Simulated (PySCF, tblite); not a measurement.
**C₃H₁₀B₂OS₂: geometry, infrared bands and NMR shifts**

Wanted: the infrared bands and NMR shifts of C₃H₁₀B₂OS₂ (`COB(BSC)SC`), by calculation.

Computed with tblite 0.8.0 and PySCF 2.14.0, with density-fitted response routines of our own, on a single molecule in the gas phase. Atoms count from 0, in the outputs and in this text.

**1. The starting structure**

18 atoms, charge 0, multiplicity 1; geometry from: force field or distance geometry start.

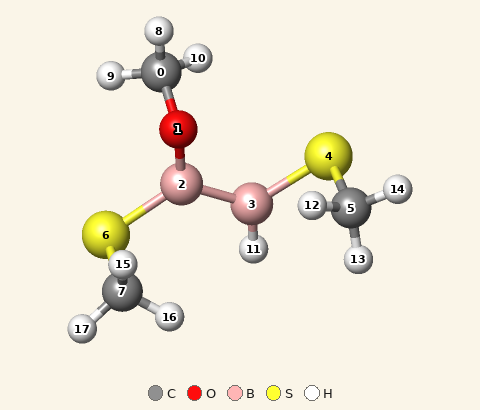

As it starts; carbon grey, oxygen red, boron pink, sulfur yellow, hydrogen white, atoms numbered.

**2. Relaxing the molecule with GFN2-xTB**

Job settings and geometry (Å):

```
{"job": {"kind": "relax", "xc": "GFN2-xTB", "basis": "xTB"}, "charge": 0, "multiplicity": 1}
C     -1.613000     1.681400     1.151000
O     -0.847600     0.525800     0.989600
B     -0.776900     0.170100    -0.428000
B      0.469500     0.717000    -1.385200
S      1.827700     1.785600    -0.626100
C      2.853400     0.372400    -0.134300
S     -2.081800    -0.979000    -1.174500
C     -1.155200    -2.491500    -0.752200
H     -1.655700     1.936400     2.231900
H     -2.675800     1.521500     0.818900
H     -1.171000     2.553700     0.623400
H      0.524300     0.389600    -2.511200
H      2.304200    -0.263100     0.603100
H      3.150600    -0.228600    -1.022600
H      3.776400     0.761700     0.357400
H     -1.019800    -2.569100     0.354300
H     -0.174200    -2.495400    -1.264000
H     -1.743600    -3.382000    -1.099700
```

Started as:

```
OMP_NUM_THREADS=1 python probes_run.py task.json out
```

This one command runs all jobs of the session in turn.

The log of the run:

```text
step      E/eV     max force
  0    -666.83778    2.522
  1    -667.08494    1.573
  2    -667.20899    1.560
  3    -667.27620    1.179
  4    -667.42022    2.523
  5    -667.48977    1.000
  6    -667.54530    0.544
  7    -667.61067    0.919
  8    -667.64635    0.909
  9    -667.70062    0.640
 10    -667.75300    0.653
 11    -667.82488    0.769
 12    -667.92132    0.997
 13    -668.06420    1.087
 14    -668.19465    1.112
 15    -668.32232    0.941
 16    -668.38306    1.486
 17    -668.47814    0.806
 18    -668.52772    0.591
 19    -668.64216    0.751
 20    -668.70803    0.752
 21    -668.77901    0.765
 22    -668.84958    0.720
 23    -668.91718    0.949
 24    -668.98445    0.867
 25    -669.04146    0.581
 26    -669.10329    0.434
 27    -669.12481    0.415
 28    -669.15878    0.440
 29    -669.17331    0.283
 30    -669.18324    0.245
 31    -669.19172    0.242
 32    -669.20339    0.321
 33    -669.21402    0.292
 34    -669.22433    0.279
 35    -669.23750    0.320
 36    -669.25300    0.255
 37    -669.27076    0.280
 38    -669.28562    0.233
 39    -669.29438    0.244
 40    -669.29894    0.216
 41    -669.30585    0.161
 42    -669.31336    0.148
 43    -669.31960    0.177
 44    -669.32718    0.213
 45    -669.33598    0.210
 46    -669.34426    0.211
 47    -669.35323    0.209
 48    -669.35976    0.174
 49    -669.36611    0.162
 50    -669.37144    0.149
 51    -669.37496    0.109
 52    -669.37730    0.129
 53    -669.37953    0.116
 54    -669.38227    0.113
 55    -669.38484    0.100
 56    -669.38661    0.084
 57    -669.38794    0.089
 58    -669.38943    0.096
 59    -669.39095    0.084
 60    -669.39196    0.058
 61    -669.39252    0.059
 62    -669.39302    0.051
 63    -669.39369    0.066
 64    -669.39451    0.072
 65    -669.39535    0.072
 66    -669.39614    0.082
 67    -669.39698    0.082
 68    -669.39803    0.092
 69    -669.39935    0.101
 70    -669.40071    0.086
 71    -669.40180    0.082
 72    -669.40269    0.069
 73    -669.40364    0.073
 74    -669.40462    0.082
 75    -669.40533    0.048
 76    -669.40566    0.031
 77    -669.40583    0.027
 78    -669.40601    0.046
 79    -669.40628    0.053
 80    -669.40659    0.043
 81    -669.40691    0.043
 82    -669.40727    0.059
 83    -669.40780    0.076
 84    -669.40862    0.080
 85    -669.40966    0.063
 86    -669.41053    0.049
 87    -669.41103    0.040
 88    -669.41133    0.036
 89    -669.41159    0.033
 90    -669.41189    0.037
 91    -669.41219    0.037
 92    -669.41245    0.038
 93    -669.41271    0.039
 94    -669.41301    0.037
 95    -669.41338    0.042
 96    -669.41382    0.044
 97    -669.41425    0.045
 98    -669.41460    0.032
 99    -669.41484    0.033
100    -669.41501    0.034
101    -669.41511    0.022
102    -669.41520    0.020
103    -669.41528    0.021
104    -669.41539    0.033
105    -669.41556    0.045
106    -669.41583    0.050
107    -669.41625    0.063
108    -669.41690    0.069
109    -669.41775    0.086
110    -669.41854    0.086
111    -669.41900    0.045
112    -669.41920    0.041
113    -669.41934    0.028
114    -669.41951    0.025
115    -669.41965    0.028
116    -669.41986    0.031
117    -669.42006    0.036
118    -669.42037    0.041
119    -669.42088    0.061
120    -669.42170    0.072
121    -669.42269    0.063
122    -669.42356    0.079
123    -669.42353    0.114
124    -669.42492    0.099
125    -669.42569    0.069
126    -669.42723    0.070
127    -669.42796    0.058
128    -669.42844    0.042
129    -669.42856    0.046
130    -669.42890    0.040
131    -669.42925    0.049
132    -669.43013    0.084
133    -669.43146    0.109
134    -669.43333    0.124
135    -669.43587    0.135
136    -669.43660    0.238
137    -669.43996    0.080
138    -669.44139    0.080
139    -669.44247    0.110
140    -669.44314    0.062
141    -669.44362    0.047
142    -669.44394    0.034
143    -669.44416    0.028
144    -669.44426    0.031
145    -669.44437    0.038
146    -669.44451    0.046
147    -669.44472    0.043
148    -669.44503    0.043
149    -669.44540    0.051
150    -669.44581    0.052
151    -669.44627    0.042
152    -669.44635    0.088
153    -669.44700    0.071
154    -669.44727    0.030
155    -669.44755    0.064
156    -669.44772    0.027
157    -669.44783    0.017
158    -669.44803    0.027
159    -669.44812    0.022
160    -669.44824    0.014
161    -669.44828    0.011
162    -669.44831    0.016
163    -669.44833    0.014
164    -669.44835    0.011
165    -669.44837    0.010
```

It took 2.4 s on 1 thread of Arm Neoverse N1, shared host; peak memory 0.18 GiB.

Relaxation path: (not every step is listed)

| step | energy from step 0 (eV) | largest force (eV/Å) |
| --- | --- | --- |
| 0 | 0.0000 | 2.5220 |
| 1 | -0.2472 | 1.5732 |
| 2 | -0.3712 | 1.5598 |
| 3 | -0.4384 | 1.1788 |
| 4 | -0.5824 | 2.5232 |
| 5 | -0.6520 | 0.9997 |
| 6 | -0.7075 | 0.5440 |
| 7 | -0.7729 | 0.9194 |
| 8 | -0.8086 | 0.9092 |
| 23 | -2.0794 | 0.9489 |
| 38 | -2.4478 | 0.2330 |
| 53 | -2.5418 | 0.1164 |
| 68 | -2.5602 | 0.0925 |
| 83 | -2.5700 | 0.0761 |
| 98 | -2.5768 | 0.0320 |
| 113 | -2.5816 | 0.0276 |
| 128 | -2.5907 | 0.0418 |
| 143 | -2.6064 | 0.0277 |
| 158 | -2.6103 | 0.0268 |
| 160 | -2.6105 | 0.0136 |
| 161 | -2.6105 | 0.0114 |
| 162 | -2.6105 | 0.0164 |
| 163 | -2.6106 | 0.0144 |
| 164 | -2.6106 | 0.0110 |
| 165 | -2.6106 | 0.0100 |

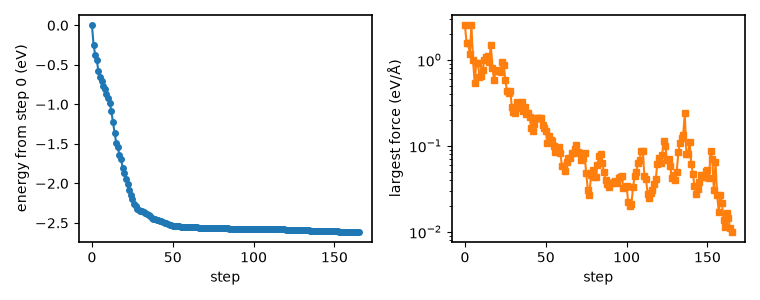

Energy and largest force along the relaxation.

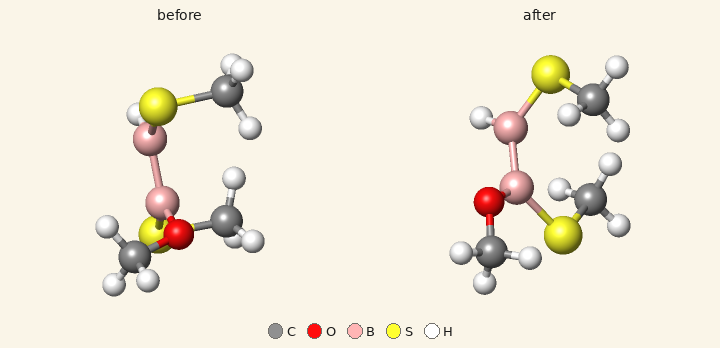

The geometry before (left) and after (right).

Close pairs (by a distance rule), those that changed most:

| bond | before (Å) | after (Å) | change (Å) |
| --- | --- | --- | --- |
| B3–S4 | 1.888 | 1.756 | -0.132 |
| O1–B2 | 1.463 | 1.336 | -0.128 |
| B2–S6 | 1.892 | 1.844 | -0.048 |
| C7–H17 | 1.122 | 1.085 | -0.037 |
| C5–H12 | 1.118 | 1.085 | -0.032 |
| C7–H15 | 1.117 | 1.085 | -0.032 |
| C0–H9 | 1.125 | 1.093 | -0.032 |
| C5–H14 | 1.116 | 1.084 | -0.031 |

The next job starts from the end point, and lists it.

**3. Vibrational analysis with GFN2-xTB**

Job settings and geometry (Å):

```
{"job": {"kind": "ir", "xc": "GFN2-xTB", "basis": "xTB"}, "charge": 0, "multiplicity": 1}
C     -1.645809     1.901990     1.256773
O     -0.847405     1.698084     0.112362
B     -0.597341     0.513712    -0.452391
B      0.341620     0.366861    -1.821025
S      2.073595     0.080429    -1.782681
C      2.500789     0.084255    -0.000878
S     -1.310821    -0.994946     0.332602
C     -0.740833    -2.337427    -0.764402
H     -1.172812     1.454680     2.134639
H     -2.629793     1.445252     1.125976
H     -1.751032     2.977357     1.399921
H     -0.086892     0.377749    -2.914007
H      2.009764    -0.747705     0.493674
H      3.577404    -0.024907     0.073184
H      2.185602     1.023066     0.440998
H     -1.125265    -3.263532    -0.349813
H      0.344090    -2.365665    -0.788625
H     -1.133621    -2.182934    -1.764299
```

The log of the run:

```text
mode    cm-1     km/mol
  1     -13.9      0.16
  2      42.5      0.21
  3      63.4      1.41
  4      69.7      2.57
  5      83.0      0.54
  6      92.8      2.70
  7     105.9      2.13
  8     152.1      4.22
  9     187.9      3.44
 10     223.2      1.26
 11     273.7      2.94
 12     300.0      2.51
 13     409.6     14.85
 14     473.5      8.69
 15     569.7     32.06
 16     673.2     64.63
 17     708.0     12.68
 18     730.9      5.60
 19     790.8     48.36
 20     872.3     60.14
 21     937.3      3.05
 22     941.7      0.85
 23     948.2     18.93
 24     961.6      5.87
 25     991.7      9.30
 26    1056.1     40.06
 27    1122.9      4.12
 28    1146.3      5.11
 29    1264.4    281.29
 30    1316.0      3.63
 31    1325.6      4.18
 32    1410.3     11.53
 33    1448.0      9.48
 34    1452.6      9.36
 35    1455.0      2.42
 36    1459.2      8.08
 37    1464.0      8.88
 38    1469.2      6.60
 39    2618.1     92.80
 40    2956.3     21.07
 41    2968.5     20.02
 42    3002.2     25.40
 43    3033.5      8.09
 44    3039.5      8.91
 45    3040.9      4.01
 46    3053.5      4.63
 47    3058.4      4.19
 48    3064.8      3.80
```

It took 1.3 s on 1 thread of Arm Neoverse N1, shared host; peak memory 0.18 GiB.

Which atoms move in the most intense modes:

| cm⁻¹ | km/mol | atoms |
| --- | --- | --- |
| 570 | 32.1 | B3 40 %, B2 36 % |
| 673 | 64.6 | H11 60 %, B3 30 % |
| 791 | 48.4 | B3 34 %, B2 32 %, S4 19 % |
| 872 | 60.1 | B2 33 %, H11 32 %, B3 16 % |
| 1056 | 40.1 | B3 37 %, H11 32 % |
| 1264 | 281.3 | B2 49 %, O1 38 % |
| 2618 | 92.8 | H11 92 % |
| 3002 | 25.4 | H10 93 % |

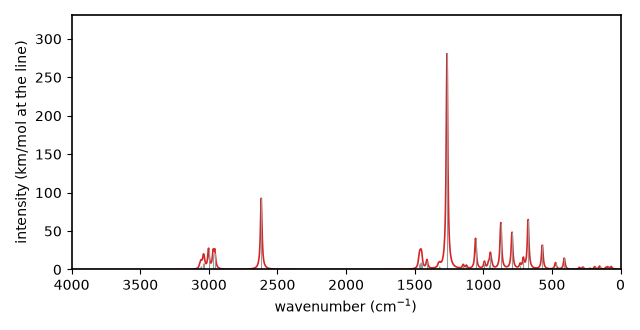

The infrared spectrum from these modes, unscaled. Lines are broadened to a width of 14 cm⁻¹ (Lorentzian).

**4. Nuclear shieldings: PBE0/pcSseg-1**

Settings changed since step 3:

```diff
@@ -1,2 +1,2 @@
-{"job": {"kind": "ir", "xc": "GFN2-xTB", "basis": "xTB"}, "charge": 0, "multiplicity": 1}
+{"job": {"kind": "nmr", "xc": "PBE0", "basis": "pcSseg-1"}, "charge": 0, "multiplicity": 1}
 C     -1.645809     1.901990     1.256773
```

Method: GIAO PBE0/pcSseg-1 NMR shielding, non-relativistic, gas phase.

The log of the run:

```text
coarse grid: 15968 points
cycle   1  E = -1040.9549338352  dE =  7.559e-01  |g| = 5.665e-01  |ddm| = 3.781e+00
cycle   2  E = -1040.8793331798  dE =  7.560e-02  |g| = 8.672e-01  |ddm| = 1.246e+00
cycle   3  E = -1041.0185028033  dE = -1.392e-01  |g| = 1.069e-01  |ddm| = 8.200e-01
cycle   4  E = -1041.0208800623  dE = -2.377e-03  |g| = 2.961e-02  |ddm| = 1.229e-01
cycle   5  E = -1041.0210785749  dE = -1.985e-04  |g| = 9.396e-03  |ddm| = 3.830e-02
cycle   6  E = -1041.0211011790  dE = -2.260e-05  |g| = 2.926e-03  |ddm| = 1.435e-02
cycle   7  E = -1041.0211030990  dE = -1.920e-06  |g| = 6.048e-04  |ddm| = 3.638e-03
final grid: 144464 points
cycle   8  E = -1041.0812772691  dE = -5.118e-05  |g| = 1.249e-02  |ddm| = 3.868e-02
cycle   9  E = -1041.0812489362  dE =  2.833e-05  |g| = 1.718e-02  |ddm| = 2.131e-02
cycle  10  E = -1041.0813109927  dE = -6.206e-05  |g| = 1.711e-03  |ddm| = 1.355e-02
cycle  11  E = -1041.0813116001  dE = -6.074e-07  |g| = 3.041e-04  |ddm| = 1.608e-03
cycle  12  E = -1041.0813116196  dE = -1.952e-08  |g| = 1.155e-04  |ddm| = 4.543e-04
cycle  13  E = -1041.0813116227  dE = -3.077e-09  |g| = 3.581e-05  |ddm| = 1.609e-04
cycle  14  E = -1041.0813116230  dE = -3.088e-10  |g| = 8.255e-06  |ddm| = 4.099e-05
converged SCF energy = -1041.0813116230

GIAO shielding tensors (ppm)
atom      isotropic    diamagn.    paramagn.     s11        s22        s33       span
  0 C      130.475     245.066    -114.591    103.839    105.712    181.876     78.037
  1 O      167.402     393.291    -225.888    -14.919    151.602    365.523    380.442
  2 B       47.977     198.568    -150.591      4.050     42.688     97.193     93.143
  3 B       26.082     197.918    -171.836    -57.103      1.754    133.596    190.699
  4 S      374.596    1058.129    -683.533     56.816    481.409    585.563    528.747
  5 C      165.480     253.267     -87.788    150.295    158.684    187.460     37.165
  6 S      520.872    1061.604    -540.732    342.352    591.682    628.582    286.230
  7 C      172.204     252.436     -80.232    160.642    169.341    186.629     25.987
  8 H       27.848      30.503      -2.656     24.369     26.262     32.912      8.543
  9 H       27.744      29.190      -1.446     23.838     26.566     32.827      8.990
 10 H       27.518      27.530      -0.012     23.667     25.681     33.206      9.539
 11 H       23.817      30.115      -6.298     18.056     25.948     27.447      9.390
 12 H       29.325      33.256      -3.931     24.521     29.345     34.110      9.589
 13 H       29.630      29.397       0.233     24.483     27.159     37.249     12.765
 14 H       29.251      32.415      -3.164     24.887     27.958     34.908     10.021
 15 H       29.725      29.557       0.168     24.455     27.046     37.672     13.217
 16 H       29.817      32.191      -2.374     23.908     29.587     35.957     12.049
 17 H       29.665      30.488      -0.823     24.980     27.384     36.632     11.652
```

Wall time 84 s (1 thread of Arm Neoverse N1, shared host); peak memory 0.9 GiB.

The references, computed at this level on geometries of the same kind, shield at (ppm): 1H TMS 31.72, 13C TMS 186.9, 17O H2O 336.1, 11B BF3·OEt2 100.1, 33S CS2 504. Their shielding less the atom's gives the shift. The references are single molecules in the gas phase, so shifts against H2O, NH3, PH3, H3PO4 or CFCl3 are not on the usual liquid scales and can be off by tens of ppm. Atoms listed in one row are averaged.

| atoms | environment | σ (ppm) | δ (ppm) | δ scaled to CDCl3 |
| --- | --- | --- | --- | --- |
| C0 | methyl carbon bonded to O | 130.5 | 56.4 | 53.2 |
| C5 | methyl carbon bonded to S | 165.5 | 21.4 | 14.6 |
| C7 | methyl carbon bonded to S | 172.2 | 14.7 | 8.0 |
| H11 | hydrogen on a boron bonded to B, S | 23.82 | 7.90 | – |
| H8, H9, H10 | hydrogen on a methyl carbon bonded to O | 27.70 | 4.01 | 3.89 |
| H12, H13, H14 | hydrogen on a methyl carbon bonded to S | 29.40 | 2.31 | 2.29 |
| H15, H16, H17 | hydrogen on a methyl carbon bonded to S | 29.74 | 1.98 | 1.97 |
| O1 | oxygen bonded to C, B | 167.4 | 168.7 | – |
| B3 | boron bonded to B, S, H | 26.1 | 74.0 | – |
| B2 | boron bonded to B, O, S | 48.0 | 52.1 | – |
| S4 | sulfur bonded to C, B | 375 | 129 | – |
| S6 | sulfur bonded to C, B | 521 | -17 | – |

The scaled column applies a straight-line fit of computed shieldings to shifts measured in CDCl3, with any fitted terms for Cl, Br or S neighbours (root-mean-square error 0.16 ppm for H, 1.9 ppm for C).

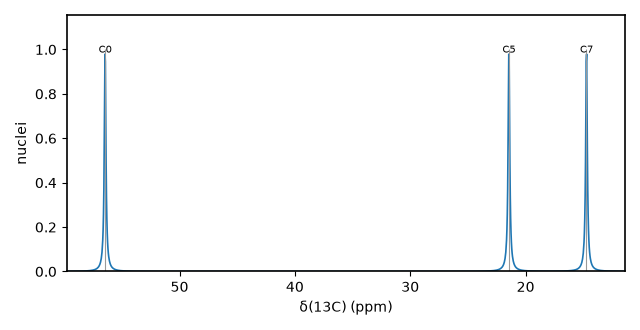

13C lines at the computed shifts, without couplings. Lines are broadened to a width of 0.17 ppm (Lorentzian).

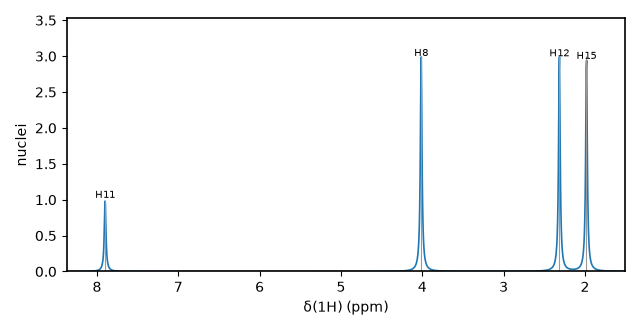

1H lines at the computed shifts, without couplings. Lines are broadened to a width of 0.02 ppm (Lorentzian).

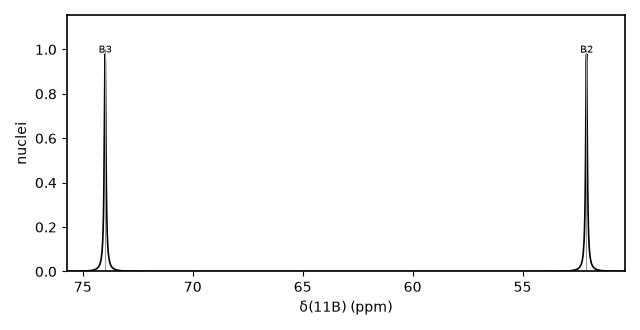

11B lines at the computed shifts, without couplings. Lines are broadened to a width of 0.09 ppm (Lorentzian).

The run also stored atomic charges by several schemes (e):

| atoms | Mulliken | IAO | Hirshfeld | ESP fit |
| --- | --- | --- | --- | --- |
| C0 | -0.04 | -0.21 | -0.03 | -0.10 |
| O1 | -0.49 | -0.35 | -0.17 | -0.30 |
| B2 | 0.31 | 0.11 | 0.09 | 0.34 |
| B3 | -0.04 | -0.22 | 0.01 | -0.03 |
| S4 | -0.12 | 0.18 | 0.01 | -0.15 |
| C5 | -0.40 | -0.51 | -0.12 | -0.28 |
| S6 | -0.25 | 0.02 | -0.06 | -0.29 |
| C7 | -0.39 | -0.49 | -0.12 | -0.31 |

Hirshfeld charges:

C0 -0.03; O1 -0.17; B2 0.09; B3 0.01; S4 0.01; C5 -0.12; S6 -0.06; C7 -0.12; H8 0.04; H9 0.04; H10 0.05; H11 -0.06; H12 0.04; H13 0.05; H14 0.05; H15 0.05; H16 0.04; H17 0.05

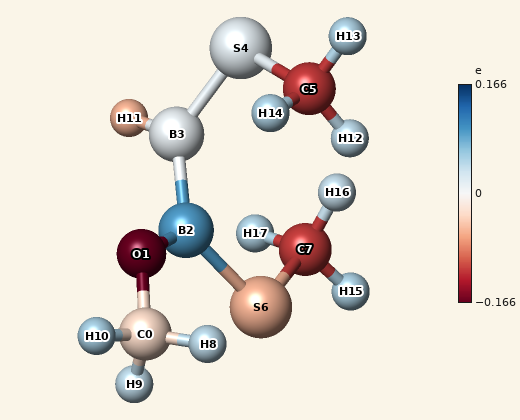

Hirshfeld charges, as colours on the atoms.

Mayer bond orders: C0–O1 0.87, O1–B2 1.22, B2–B3 0.96, B3–S4 1.35, S4–C5 0.99, B2–S6 1.09, S6–C7 1.00.

Orbitals, density, ELF and potential are computed afterwards from the orbital file.

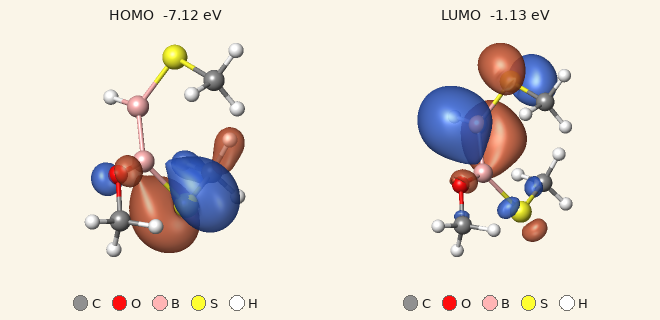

PBE0/pcSseg-1 orbitals near the gap, drawn at the value that encloses 70 % of each; the two colours are the two signs.

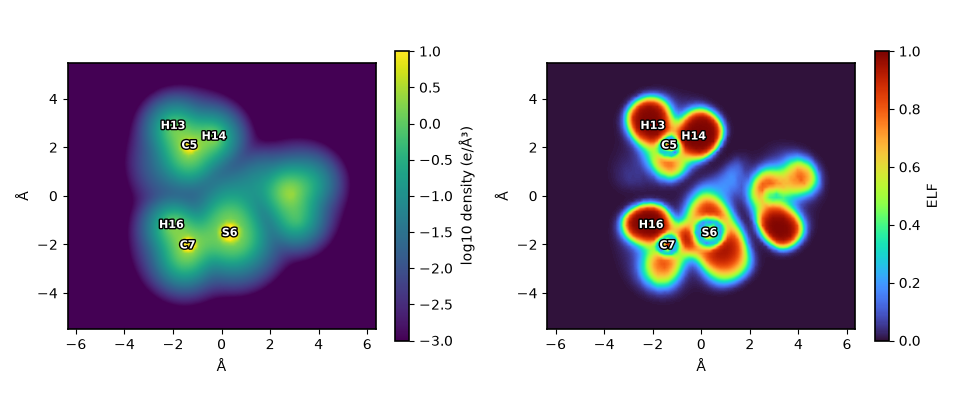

Density (left) and ELF (right) in a plane through or near 6 of the atoms.

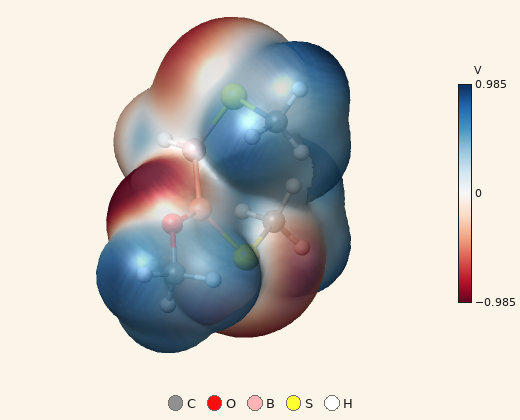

The potential that a unit positive charge feels on the 0.002 e/bohr³ surface, from -0.98 V near O1 to 0.91 V near H13.

**5. Summary of results**

| quantity | value |
| --- | --- |
| strongest single infrared mode (GFN2-xTB) | 1264 cm⁻¹, 281 km/mol |
| zero-point energy (GFN2-xTB) | 84.1 kcal/mol |
| 13C shifts against TMS (PBE0/pcSseg-1) | 56.4, 21.4, 14.7 ppm |
| 1H shifts against TMS (PBE0/pcSseg-1, means over atoms taken as alike) | 7.90, 4.01, 2.31, 1.98 ppm |
| 17O shifts against H2O (PBE0/pcSseg-1) | 168.7 ppm |
| 11B shifts against BF3·OEt2 (PBE0/pcSseg-1) | 74.0, 52.1 ppm |
| 33S shifts against CS2 (PBE0/pcSseg-1) | 129, -17 ppm |
| surface potential, least and greatest | -0.98 V and 0.91 V |

In words: Relaxing lowered the energy by 2.611 eV in 165 steps; the close pair that moved most is B3–S4, from 1.888 to 1.756 Å. The lowest mode is slightly imaginary (14i cm⁻¹), a soft motion within the noise of the Hessian, so the minimum is not strictly shown. The strongest single mode, at 1264 cm⁻¹, moves mainly B2 and O1. Unscaled tight-binding wavenumbers are off by several per cent, some by more. Its intensities can rank the bands wrongly. The most deshielded carbon is C0 (methyl carbon bonded to O), at 56.4 ppm: deshielded by the electronegative neighbour. At PBE0/pcSseg-1: Shielding is most anisotropic at S4 (span 529 ppm, paramagnetic term -684 ppm). At PBE0/pcSseg-1, counted by nearest atom on the grid, the HOMO lies on S6 72 %; O1 6 %, the LUMO on B3 46 %; S4 17 %.
